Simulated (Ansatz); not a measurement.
**C₃H₄F₂Ge: a ladder of functionals and wavefunction methods, part 1 of 2**

Aim: compute C₃H₄F₂Ge with functionals from several rungs and with coupled cluster. The yardstick is the atomisation energy at the CCSD(T) limit.

Program: Ansatz 0.2.0, Gaussian basis. Level of theory: functionals in def2-TZVPP, the program's frozen cores in correlated methods. These are calculated values, not measurements.

Levels to be run: LDA (SPW92), PBE-D4, revPBE-D4, BLYP-D4, r2SCAN-D4, B97M-V, PBE0-D4, B3LYP-D4, r2SCANh-D4, r2SCAN0-D4, HSE06-D4, BHLYP-D4, CAM-B3LYP-D4, LC-ωPBE, ωB97X-V, ωB97M-V, B2PLYP, PBE-QIDH; CCSD(T)/def2-SVP; CCSD(T)/def2-TZVPP; MP2/def2-QZVPP; extrapolation to the limit; RPA on PBE.

### Step 1. The geometry

All runs share one geometry, relaxed beforehand with PBE0-D4 in a triple-zeta def2 set.

SMILES `C#[C][Ge]([CH3])([F])[F]`, 10 atoms, charge 0, spin multiplicity 1.

Atoms are counted from 1 here; the program's logs count them from 0.

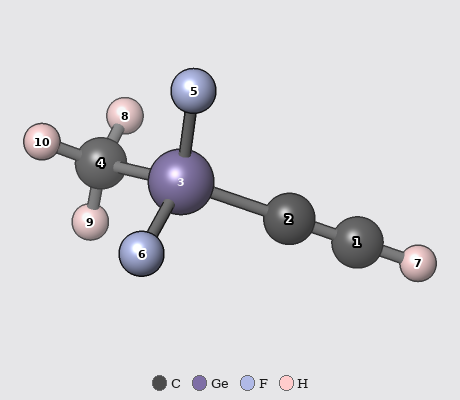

The geometry (carbon dark grey, germanium purple, fluorine light blue, hydrogen pink); atoms are numbered from 1 in the order of the file.

As a file:

```xyz
10

C     1.6260    1.8261   -1.2337
C     0.7276    1.0918   -0.9131
Ge   -0.6309   -0.0843   -0.3441
C    -0.2954   -1.1231    1.2315
F    -0.9949   -1.1296   -1.6676
F    -2.0663    0.8496   -0.1344
H     2.4155    2.4804   -1.5271
H     0.5870   -1.7449    1.0799
H    -0.1278   -0.4591    2.0796
H    -1.1578   -1.7583    1.4318
```

### Step 2. LDA

This LDA is Slater exchange with PW92 correlation.

The input, in.yaml:

```yaml
crystal:
  periodic: [false, false, false]
  atoms:
    - {symbol: C, position_ang: [1.626020, 1.826135, -1.233737]}
    - {symbol: C, position_ang: [0.727640, 1.091803, -0.913069]}
    - {symbol: Ge, position_ang: [-0.630900, -0.084313, -0.344063]}
    - {symbol: C, position_ang: [-0.295366, -1.123112, 1.231515]}
    - {symbol: F, position_ang: [-0.994857, -1.129559, -1.667554]}
    - {symbol: F, position_ang: [-2.066317, 0.849626, -0.134398]}
    - {symbol: H, position_ang: [2.415544, 2.480353, -1.527091]}
    - {symbol: H, position_ang: [0.587020, -1.744893, 1.079909]}
    - {symbol: H, position_ang: [-0.127753, -0.459072, 2.079551]}
    - {symbol: H, position_ang: [-1.157830, -1.758268, 1.431836]}
basis:
  gaussian: {orbitals: def2-TZVPP}
hamiltonian: {xc: lda}
output: {orbitals: {seedname: orbitals}}
```

On the command line:

```bash
> ansatz run in.yaml --threads 4 --pin off --events-out ev --progress --plain --max-ram 10444MiB
```

What it wrote:

```text
Functional definition: SPW92
  name "SPW92"
  cite "Dirac, Proc. Camb. Phil. Soc. 26, 376 (1930) doi:10.1017/S0305004100016108"
  cite "Slater, Phys. Rev. 81, 385 (1951) doi:10.1103/PhysRev.81.385"
  cite "Perdew & Wang, Phys. Rev. B 45, 13244 (1992) doi:10.1103/PhysRevB.45.13244"
  exchange = slater_x
  correlation = pw_c
1446 factors; their error is unknown
mean field evaluation 1: about -64964.8996 eV, gradient 9.6e1 eV
mean field evaluation 2: about -64937.0194 eV, gradient 1.5e2 eV
mean field evaluation 4: about -64981.0083 eV, gradient 2.5e1 eV
mean field evaluation 8: about -64982.4370 eV, gradient 1.2e-1 eV
mean field evaluation 16: about -64982.4160 eV, gradient 1.2e-3 eV
mean field -64982.41600134 eV, -2388.0597413856 hartree, gradient 4.2e-5 eV, S^2 0.000000; 0 other end points of the search recorded, 0 dependent functions left out
reference -64982.41603810 eV, -2388.0597427367 hartree; 36, 36 occupied and 223, 223 virtual orbitals, 1446 factors
Total energy: -64982.41603810 eV, -2388.0597427367 hartree
```

Run time: 1.2 s. Hardware: 4 threads of Arm Neoverse V2, shared host.

With the free atoms at this level, -64933.520 eV in sum, the atomisation energy is 4717.7 kJ/mol. HOMO -7.84 eV, LUMO -1.82 eV.

### Step 3. PBE-D4 (GGA)

in.yaml: that of step 2 with these lines changed.

```diff
@@ -15,3 +15,3 @@
   gaussian: {orbitals: def2-TZVPP}
-hamiltonian: {xc: lda}
-output: {orbitals: {seedname: orbitals}}
+hamiltonian: {xc: pbe, dispersion: d4}
+output: {forces: true, orbitals: {seedname: orbitals}}
```

Launched as before.

What it wrote (excerpt; [...] marks lines left out):

```text
Functional definition: PBE
  name "PBE"
  cite "Perdew, Burke & Ernzerhof, Phys. Rev. Lett. 77, 3865 (1996) doi:10.1103/PhysRevLett.77.3865"
  parent pbe
[...]
1446 factors; their error is unknown
[...]
mean field -65114.58667164 eV, -2392.9169239308 hartree, gradient 1.1e-5 eV, S^2 0.000000; 0 other end points of the search recorded, 0 dependent functions left out
[...]
reference -65114.58671130 eV, -2392.9169253881 hartree; 36, 36 occupied and 223, 223 virtual orbitals, 1446 factors
Total energy: -65114.79513302 eV, -2392.9245847450 hartree
Atom 0 at     1.626020     1.826135    -1.233737 Å, force     0.703209     0.571814    -0.247295 eV/Å
Atom 1 at     0.727640     1.091803    -0.913069 Å, force    -0.667978    -0.541237     0.232603 eV/Å
Atom 2 at    -0.630900    -0.084313    -0.344063 Å, force     0.497896     0.051800     0.280887 eV/Å
Atom 3 at    -0.295366    -1.123112     1.231515 Å, force     0.022314    -0.050829     0.081307 eV/Å
Atom 4 at    -0.994857    -1.129559    -1.667554 Å, force    -0.143494    -0.445191    -0.556618 eV/Å
Atom 5 at    -2.066317     0.849626    -0.134398 Å, force    -0.600522     0.398297     0.096894 eV/Å
Atom 6 at     2.415544     2.480353    -1.527091 Å, force     0.154346     0.129755    -0.059529 eV/Å
Atom 7 at     0.587020    -1.744893     1.079909 Å, force     0.165826    -0.117784    -0.027443 eV/Å
Atom 8 at    -0.127753    -0.459072     2.079551 Å, force     0.032108     0.123970     0.160498 eV/Å
Atom 9 at    -1.157830    -1.758268     1.431836 Å, force    -0.163705    -0.120595     0.038695 eV/Å
Dipole moment:     0.550922    -0.012471     0.401016 e Å
```

It took 2.4 s on 4 threads of Arm Neoverse V2, shared host.

Atomisation energy: 4196.1 kJ/mol (free atoms -65071.306 eV, run apart). HOMO -7.62 eV, LUMO -1.52 eV.

### Step 4. revPBE-D4 (GGA)

in.yaml: that of step 3 with these lines changed.

```diff
@@ -15,3 +15,3 @@
   gaussian: {orbitals: def2-TZVPP}
-hamiltonian: {xc: pbe, dispersion: d4}
-output: {forces: true, orbitals: {seedname: orbitals}}
+hamiltonian: {xc: {name: revPBE}, dispersion: d4}
+output: {orbitals: {seedname: orbitals}}
```

Launched as before.

What it wrote:

```text
Functional definition: revPBE
  name "revPBE"
  cite "Zhang & Yang, Phys. Rev. Lett. 80, 890 (1998) doi:10.1103/PhysRevLett.80.890"
  cite "Perdew, Burke & Ernzerhof, Phys. Rev. Lett. 77, 3865 (1996) doi:10.1103/PhysRevLett.77.3865"
  parameter kappa = 1.245
  parameter beta = 0.06672455060314922
  exchange = pbe_x(kappa = kappa, mu = beta*pi^2/3)
  correlation = pbe_c(beta = beta)
1446 factors; their error is unknown
mean field evaluation 1: about -65108.9242 eV, gradient 9.3e1 eV
mean field evaluation 2: about -65084.2804 eV, gradient 1.5e2 eV
mean field evaluation 4: about -65124.4317 eV, gradient 2.0e1 eV
mean field evaluation 8: about -65125.4065 eV, gradient 8.3e-2 eV
mean field evaluation 16: about -65125.3837 eV, gradient 5.1e-4 eV
mean field -65125.38373903 eV, -2393.3137088388 hartree, gradient 4.7e-5 eV, S^2 0.000000; 0 other end points of the search recorded, 0 dependent functions left out
reference -65125.38378871 eV, -2393.3137106646 hartree; 36, 36 occupied and 223, 223 virtual orbitals, 1446 factors
Total energy: -65125.98396516 eV, -2393.3357667422 hartree
```

It took 1.9 s on 4 threads of Arm Neoverse V2, shared host.

Atomisation energy: 4073.6 kJ/mol (free atoms -65083.764 eV, run apart). HOMO -7.54 eV, LUMO -1.41 eV.

### Step 5. BLYP-D4 (GGA)

in.yaml: that of step 4 with these lines changed.

```diff
@@ -15,3 +15,3 @@
   gaussian: {orbitals: def2-TZVPP}
-hamiltonian: {xc: {name: revPBE}, dispersion: d4}
+hamiltonian: {xc: {name: BLYP}, dispersion: d4}
 output: {orbitals: {seedname: orbitals}}
```

Same command.

What it wrote:

```text
Functional definition: BLYP
  name "BLYP"
  cite "Becke, Phys. Rev. A 38, 3098 (1988) doi:10.1103/PhysRevA.38.3098"
  cite "Lee, Yang & Parr, Phys. Rev. B 37, 785 (1988) doi:10.1103/PhysRevB.37.785"
  parameter beta = 0.0042
  parameter a = 0.04918
  parameter b = 0.132
  parameter c = 0.2533
  parameter d = 0.349
  exchange = b88_x(beta = beta)
  correlation = lyp_c(a = a, b = b, c = c, d = d)
1446 factors; their error is unknown
mean field evaluation 1: about -65113.3872 eV, gradient 1.0e2 eV
mean field evaluation 2: about -65080.7109 eV, gradient 1.6e2 eV
mean field evaluation 4: about -65131.1895 eV, gradient 2.4e1 eV
mean field evaluation 8: about -65132.4830 eV, gradient 1.1e-1 eV
mean field evaluation 16: about -65132.4603 eV, gradient 1.2e-3 eV
mean field -65132.46028924 eV, -2393.5737672623 hartree, gradient 5.3e-5 eV, S^2 0.000000; 0 other end points of the search recorded, 0 dependent functions left out
reference -65132.46065574 eV, -2393.5737807310 hartree; 36, 36 occupied and 223, 223 virtual orbitals, 1446 factors
Total energy: -65132.91291423 eV, -2393.5904009239 hartree
```

Run time: 2.3 s. Hardware: 4 threads of Arm Neoverse V2, shared host.

Atomisation energy: 4088.1 kJ/mol (free atoms -65090.542 eV, run apart). HOMO -7.45 eV, LUMO -1.39 eV.

### Step 6. r2SCAN-D4 (meta-GGA)

in.yaml: that of step 5 with these lines changed.

```diff
@@ -15,3 +15,3 @@
   gaussian: {orbitals: def2-TZVPP}
-hamiltonian: {xc: {name: BLYP}, dispersion: d4}
-output: {orbitals: {seedname: orbitals}}
+hamiltonian: {xc: r2scan, dispersion: d4}
+output: {forces: true, orbitals: {seedname: orbitals}}
```

Launched as before.

What it wrote (excerpt; [...] marks lines left out):

```text
Functional definition: r2SCAN
  name "r2SCAN"
  cite "Furness, Kaplan, Ning, Perdew & Sun, J. Phys. Chem. Lett. 11, 8208 (2020) doi:10.1021/acs.jpclett.0c02405"
  cite "Furness, Kaplan, Ning, Perdew & Sun, J. Phys. Chem. Lett. 11, 9248 (2020) doi:10.1021/acs.jpclett.0c03077"
  parent r2scan
[...]
1446 factors; their error is unknown
[...]
mean field -65128.29692993 eV, -2393.4207666297 hartree, gradient 1.1e-5 eV, S^2 0.000000; 0 other end points of the search recorded, 0 dependent functions left out
[...]
reference -65128.29694118 eV, -2393.4207670433 hartree; 36, 36 occupied and 223, 223 virtual orbitals, 1446 factors
Total energy: -65128.34893171 eV, -2393.4226776598 hartree
Atom 0 at     1.626020     1.826135    -1.233737 Å, force     0.304496     0.245030    -0.103897 eV/Å
Atom 1 at     0.727640     1.091803    -0.913069 Å, force    -0.281541    -0.227114     0.096896 eV/Å
Atom 2 at    -0.630900    -0.084313    -0.344063 Å, force     0.085610     0.028951     0.022211 eV/Å
Atom 3 at    -0.295366    -1.123112     1.231515 Å, force     0.006095    -0.013134     0.021320 eV/Å
Atom 4 at    -0.994857    -1.129559    -1.667554 Å, force    -0.016479    -0.028614    -0.033806 eV/Å
Atom 5 at    -2.066317     0.849626    -0.134398 Å, force    -0.042970     0.019522     0.003642 eV/Å
Atom 6 at     2.415544     2.480353    -1.527091 Å, force    -0.045014    -0.034303     0.013096 eV/Å
Atom 7 at     0.587020    -1.744893     1.079909 Å, force    -0.022215     0.013060     0.005515 eV/Å
Atom 8 at    -0.127753    -0.459072     2.079551 Å, force    -0.004205    -0.017886    -0.018654 eV/Å
Atom 9 at    -1.157830    -1.758268     1.431836 Å, force     0.016223     0.014489    -0.006322 eV/Å
Dipole moment:     0.573474    -0.007182     0.409944 e Å
```

It took 5.5 s on 4 threads of Arm Neoverse V2, shared host.

Atomisation energy: 4110.5 kJ/mol (free atoms -65085.747 eV, run apart). HOMO -7.88 eV, LUMO -1.30 eV.

### Step 7. B97M-V (meta-GGA)

in.yaml: that of step 6 with these lines changed.

```diff
@@ -15,3 +15,3 @@
   gaussian: {orbitals: def2-TZVPP}
-hamiltonian: {xc: r2scan, dispersion: d4}
-output: {forces: true, orbitals: {seedname: orbitals}}
+hamiltonian: {xc: {name: B97M-V}}
+output: {orbitals: {seedname: orbitals}}
```

Same command.

What it wrote (excerpt; [...] marks lines left out):

```text
Functional definition: B97M-V
  name "B97M-V"
  cite "Mardirossian & Head-Gordon, J. Chem. Phys. 142, 074111 (2015) doi:10.1063/1.4907719"
  cite "Becke, J. Chem. Phys. 107, 8554 (1997) doi:10.1063/1.475007"
  cite "Vydrov & Van Voorhis, J. Chem. Phys. 133, 244103 (2010) doi:10.1063/1.3521275"
  # Of w^i u^j: cxij and so on, Table III.
[...]
  gx(w, u) = cx00 + cx01*u + cx02*u^2 + (cx10 + cx11*u)*w
  gss(w, u) = css00 + css02*u^2 + css10*w + (css32*w^3 + css42*w^4)*u^2
  gos(w, u) = cos00 + cos01*u + cos03*u^3 + cos10*w + cos32*w^3*u^2
[...]
      + integral(e_c_pw_mod_opposite_spin*gos(b97_w_opposite, b97_u_opposite)) + vv10(b, c)
1446 factors; their error is unknown
[...]
mean field -65120.28681165 eV, -2393.1264002125 hartree, gradient 4.8e-5 eV, S^2 0.000000; 0 other end points of the search recorded, 0 dependent functions left out
reference -65120.28687027 eV, -2393.1264023665 hartree; 36, 36 occupied and 223, 223 virtual orbitals, 1446 factors
Total energy: -65120.28687027 eV, -2393.1264023665 hartree
```

Wall time 9 s (4 threads of Arm Neoverse V2, shared host).

With the free atoms at this level, -65077.707 eV in sum, the atomisation energy is 4108.3 kJ/mol. HOMO -7.85 eV, LUMO -1.25 eV.

### Step 8. PBE0-D4 (hybrid)

in.yaml: that of step 7 with these lines changed.

```diff
@@ -15,3 +15,3 @@
   gaussian: {orbitals: def2-TZVPP}
-hamiltonian: {xc: {name: B97M-V}}
+hamiltonian: {xc: pbe0, dispersion: d4}
 output: {orbitals: {seedname: orbitals}}
```

Its log isn't repeated here (it stands with the study of this molecule's fields); it ends on a total energy of -65116.508446 eV.

Atomisation energy: 4095.2 kJ/mol (free atoms -65074.065 eV, run apart). HOMO -8.89 eV, LUMO -0.59 eV.

### Step 9. B3LYP-D4 (hybrid)

B3LYP here takes the VWN-RPA correlation.

in.yaml: that of step 8 with these lines changed.

```diff
@@ -15,3 +15,3 @@
   gaussian: {orbitals: def2-TZVPP}
-hamiltonian: {xc: pbe0, dispersion: d4}
-output: {orbitals: {seedname: orbitals}}
+hamiltonian: {xc: {name: B3LYP}, dispersion: d4}
+output: {forces: true, orbitals: {seedname: orbitals}}
```

Launched as before.

What it wrote (excerpt; [...] marks lines left out):

```text
Functional definition: B3LYP
  name "B3LYP"
  cite "Stephens, Devlin, Chabalowski & Frisch, J. Phys. Chem. 98, 11623 (1994) doi:10.1021/j100096a001"
  cite "Becke, Phys. Rev. A 38, 3098 (1988) doi:10.1103/PhysRevA.38.3098"
  cite "Lee, Yang & Parr, Phys. Rev. B 37, 785 (1988) doi:10.1103/PhysRevB.37.785"
  cite "Vosko, Wilk & Nusair, Can. J. Phys. 58, 1200 (1980) doi:10.1139/p80-159"
[...]
1477 factors; their error is unknown
[...]
mean field -65134.02378708 eV, -2393.6312247483 hartree, gradient 1.5e-5 eV, S^2 0.000000; 0 other end points of the search recorded, 0 dependent functions left out
[...]
reference -65134.02405656 eV, -2393.6312346513 hartree; 36, 36 occupied and 223, 223 virtual orbitals, 1477 factors
Total energy: -65134.35997283 eV, -2393.6435793464 hartree
Atom 0 at     1.626020     1.826135    -1.233737 Å, force     0.068386     0.055318    -0.023846 eV/Å
Atom 1 at     0.727640     1.091803    -0.913069 Å, force     0.126026     0.110056    -0.053731 eV/Å
Atom 2 at    -0.630900    -0.084313    -0.344063 Å, force     0.216195     0.050788     0.085276 eV/Å
Atom 3 at    -0.295366    -1.123112     1.231515 Å, force     0.040313    -0.138749     0.207457 eV/Å
Atom 4 at    -0.994857    -1.129559    -1.667554 Å, force    -0.073174    -0.208576    -0.263072 eV/Å
Atom 5 at    -2.066317     0.849626    -0.134398 Å, force    -0.286612     0.184899     0.041857 eV/Å
Atom 6 at     2.415544     2.480353    -1.527091 Å, force    -0.084873    -0.068908     0.029938 eV/Å
Atom 7 at     0.587020    -1.744893     1.079909 Å, force    -0.051171     0.030250     0.017109 eV/Å
Atom 8 at    -0.127753    -0.459072     2.079551 Å, force    -0.008572    -0.045034    -0.041391 eV/Å
Atom 9 at    -1.157830    -1.758268     1.431836 Å, force     0.053482     0.029956     0.000402 eV/Å
Dipole moment:     0.581354    -0.006942     0.415145 e Å
```

Wall time 5.5 s (4 threads of Arm Neoverse V2, shared host); peak memory 0.79 GiB.

Atomisation energy: 4072.4 kJ/mol (free atoms -65092.153 eV, run apart). HOMO -8.63 eV, LUMO -0.82 eV.

### Step 10. r2SCANh-D4 (hybrid)

in.yaml: that of step 9 with these lines changed.

```diff
@@ -15,3 +15,3 @@
   gaussian: {orbitals: def2-TZVPP}
-hamiltonian: {xc: {name: B3LYP}, dispersion: d4}
-output: {forces: true, orbitals: {seedname: orbitals}}
+hamiltonian: {xc: {name: r2SCANh}, dispersion: d4}
+output: {orbitals: {seedname: orbitals}}
```

Launched as before.

What it wrote (excerpt; [...] marks lines left out):

```text
Functional definition: r2SCANh
  name "r2SCANh"
  cite "Bursch, Neugebauer, Ehlert & Grimme, J. Chem. Phys. 156, 134105 (2022) doi:10.1063/5.0086040"
  cite "Furness, Kaplan, Ning, Perdew & Sun, J. Phys. Chem. Lett. 11, 8208 (2020) doi:10.1021/acs.jpclett.0c02405"
  cite "Furness, Kaplan, Ning, Perdew & Sun, J. Phys. Chem. Lett. 11, 9248 (2020) doi:10.1021/acs.jpclett.0c03077"
  parent r2scan
[...]
1465 factors; their error is unknown
[...]
mean field -65127.61480467 eV, -2393.3956989888 hartree, gradient 4.7e-5 eV, S^2 0.000000; 0 other end points of the search recorded, 0 dependent functions left out
reference -65127.61481499 eV, -2393.3956993681 hartree; 36, 36 occupied and 223, 223 virtual orbitals, 1465 factors
Total energy: -65127.67034847 eV, -2393.3977401859 hartree
```

It took 6 s on 4 threads of Arm Neoverse V2, shared host; peak memory 0.76 GiB.

With the free atoms at this level, -65085.452 eV in sum, the atomisation energy is 4073.5 kJ/mol. HOMO -8.36 eV, LUMO -0.96 eV.

### Step 11. r2SCAN0-D4 (hybrid)

in.yaml: that of step 10 with these lines changed.

```diff
@@ -15,3 +15,3 @@
   gaussian: {orbitals: def2-TZVPP}
-hamiltonian: {xc: {name: r2SCANh}, dispersion: d4}
+hamiltonian: {xc: {name: r2SCAN0}, dispersion: d4}
 output: {orbitals: {seedname: orbitals}}
```

Same command.

What it wrote (excerpt; [...] marks lines left out):

```text
Functional definition: r2SCAN0
  name "r2SCAN0"
  cite "Bursch, Neugebauer, Ehlert & Grimme, J. Chem. Phys. 156, 134105 (2022) doi:10.1063/5.0086040"
  cite "Furness, Kaplan, Ning, Perdew & Sun, J. Phys. Chem. Lett. 11, 8208 (2020) doi:10.1021/acs.jpclett.0c02405"
  cite "Furness, Kaplan, Ning, Perdew & Sun, J. Phys. Chem. Lett. 11, 9248 (2020) doi:10.1021/acs.jpclett.0c03077"
  parent r2scan
[...]
1489 factors; their error is unknown
[...]
mean field -65126.64276219 eV, -2393.3599770863 hartree, gradient 2.7e-5 eV, S^2 0.000000; 0 other end points of the search recorded, 0 dependent functions left out
reference -65126.64277112 eV, -2393.3599774146 hartree; 36, 36 occupied and 223, 223 virtual orbitals, 1489 factors
Total energy: -65126.70417137 eV, -2393.3622338323 hartree
```

Run time: 5.5 s. Hardware: 4 threads of Arm Neoverse V2, shared host; peak memory 0.77 GiB.

Atomisation energy: 4020.5 kJ/mol (free atoms -65085.034 eV, run apart). HOMO -9.07 eV, LUMO -0.46 eV.

### Step 12. HSE06-D4 (hybrid)

HSE06 is the plane-wave form, built on full-range PBE exchange.

in.yaml: that of step 11 with these lines changed.

```diff
@@ -15,3 +15,3 @@
   gaussian: {orbitals: def2-TZVPP}
-hamiltonian: {xc: {name: r2SCAN0}, dispersion: d4}
+hamiltonian: {xc: hse06, dispersion: d4}
 output: {orbitals: {seedname: orbitals}}
```

Launched as before.

What it wrote (excerpt; [...] marks lines left out):

```text
Functional definition: HSE06
  name "HSE06"
  cite "Heyd, Scuseria & Ernzerhof, J. Chem. Phys. 118, 8207 (2003) doi:10.1063/1.1564060"
  cite "Krukau, Vydrov, Izmaylov & Scuseria, J. Chem. Phys. 125, 224106 (2006) doi:10.1063/1.2404663"
  cite "Heyd & Scuseria, J. Chem. Phys. 120, 7274 (2004) doi:10.1063/1.1668634"
  cite "Ernzerhof & Perdew, J. Chem. Phys. 109, 3313 (1998) doi:10.1063/1.476928"
  cite "Perdew, Burke & Ernzerhof, Phys. Rev. Lett. 77, 3865 (1996) doi:10.1103/PhysRevLett.77.3865"
  parent pbe
[...]
  # The whole range is PBE's own exchange, as in plane waves. The composition of these papers is wPBEh.
[...]
1489 factors; their error is unknown
112 factors; integrals over basis functions are off by at most 3.7e-7 eV
[...]
mean field -65115.94700588 eV, -2392.9669152920 hartree, gradient 4.9e-5 eV, S^2 0.000000; 0 other end points of the search recorded, 0 dependent functions left out
reference -65115.94704494 eV, -2392.9669167274 hartree; 36, 36 occupied and 223, 223 virtual orbitals, 1489 factors
Total energy: -65116.11283467 eV, -2392.9730093878 hartree
```

It took 3.6 s on 4 threads of Arm Neoverse V2, shared host; peak memory 0.79 GiB.

With the free atoms at this level, -65073.643 eV in sum, the atomisation energy is 4097.7 kJ/mol. HOMO -8.48 eV, LUMO -0.97 eV.

### Step 13. BHLYP-D4 (hybrid)

in.yaml: that of step 12 with these lines changed.

```diff
@@ -15,3 +15,3 @@
   gaussian: {orbitals: def2-TZVPP}
-hamiltonian: {xc: hse06, dispersion: d4}
+hamiltonian: {xc: {name: BHLYP}, dispersion: d4}
 output: {orbitals: {seedname: orbitals}}
```

The command is unchanged.

What it wrote:

```text
Functional definition: BHLYP
  name "BHLYP"
  cite "Becke, J. Chem. Phys. 98, 1372 (1993) doi:10.1063/1.464304"
  cite "Becke, Phys. Rev. A 38, 3098 (1988) doi:10.1103/PhysRevA.38.3098"
  cite "Lee, Yang & Parr, Phys. Rev. B 37, 785 (1988) doi:10.1103/PhysRevB.37.785"
  parameter a = 0.5
  exchange = (1 - a)*b88_x + a*exact_x
  correlation = lyp_c
1709 factors; their error is unknown
mean field evaluation 1: about -65119.7197 eV, gradient 6.6e1 eV
mean field evaluation 2: about -65120.6881 eV, gradient 6.8e1 eV
mean field evaluation 4: about -65127.6046 eV, gradient 2.5e0 eV
mean field evaluation 8: about -65127.6196 eV, gradient 6.8e-2 eV
mean field evaluation 16: about -65128.2258 eV, gradient 4.5e-5 eV
mean field -65128.22580311 eV, -2393.4181527675 hartree, gradient 4.5e-5 eV, S^2 0.000000; 0 other end points of the search recorded, 0 dependent functions left out
reference -65128.22598449 eV, -2393.4181594329 hartree; 36, 36 occupied and 223, 223 virtual orbitals, 1709 factors
Total energy: -65128.49034487 eV, -2393.4278744977 hartree
```

Run time: 3.5 s. Hardware: 4 threads of Arm Neoverse V2, shared host; peak memory 0.8 GiB.

Atomisation energy: 3930.7 kJ/mol (free atoms -65087.752 eV, run apart). HOMO -9.98 eV, LUMO 0.43 eV.

(Continued in part 2 of 2.)
